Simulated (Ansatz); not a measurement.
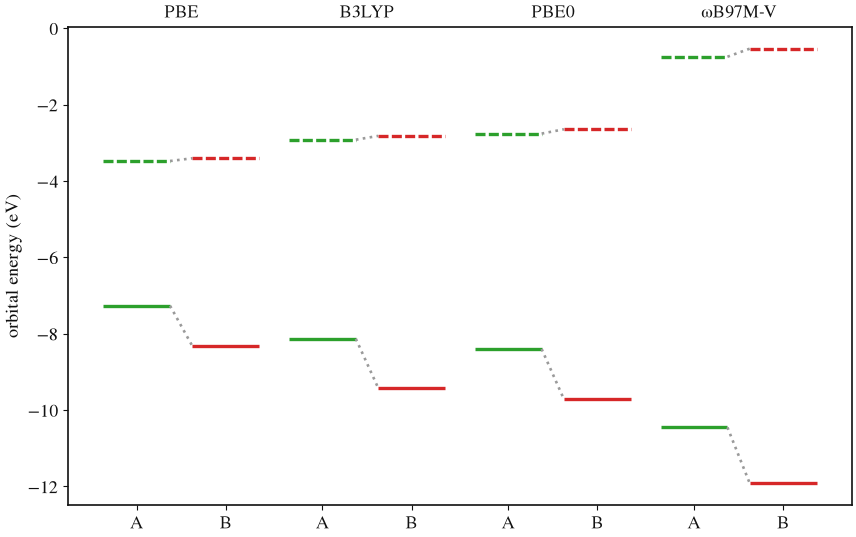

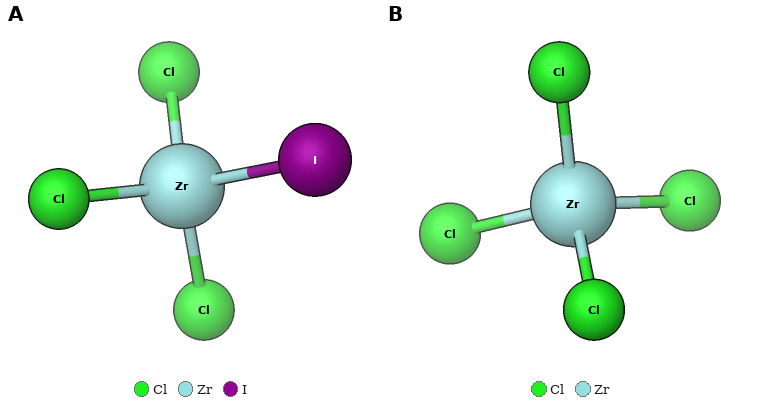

One change: A, ZrICl₃ (SMILES [Cl][Zr]([Cl])([Cl])[I]), becomes B, ZrCl₄ (SMILES [Cl][Zr]([Cl])([Cl])[Cl]). I on Zr is replaced by Cl. HOMO (solid) and LUMO (dashed) computed in def2-TZVPP at PBE0-D4/def2-TZVP geometries, both minima by their frequencies, gas phase, the Ansatz code 0.2.0.

**What does the change do to HOMO and LUMO?**

PBE: the HOMO falls by 1.06 eV, the LUMO rises by 0.07 eV, and the separation goes from 3.79 to 4.92 eV. B3LYP: the HOMO falls by 1.29 eV, the LUMO rises by 0.10 eV, and the separation goes from 5.21 to 6.60 eV. PBE0: the HOMO falls by 1.32 eV, the LUMO rises by 0.11 eV, and the separation goes from 5.64 to 7.07 eV. ωB97M-V: the HOMO falls by 1.47 eV, the LUMO rises by 0.21 eV, and the separation goes from 9.71 to 11.38 eV.

**Do the functionals agree on the effect?**

They agree on the direction for both levels; the HOMO shift lies between −1.47 and −1.06 eV and the LUMO shift between 0.07 and 0.21 eV, while the separations themselves differ by up to 6.5 eV between functionals.

Caveats: core potentials past krypton; spin-orbit coupling is left out, and with I it can shift these values.
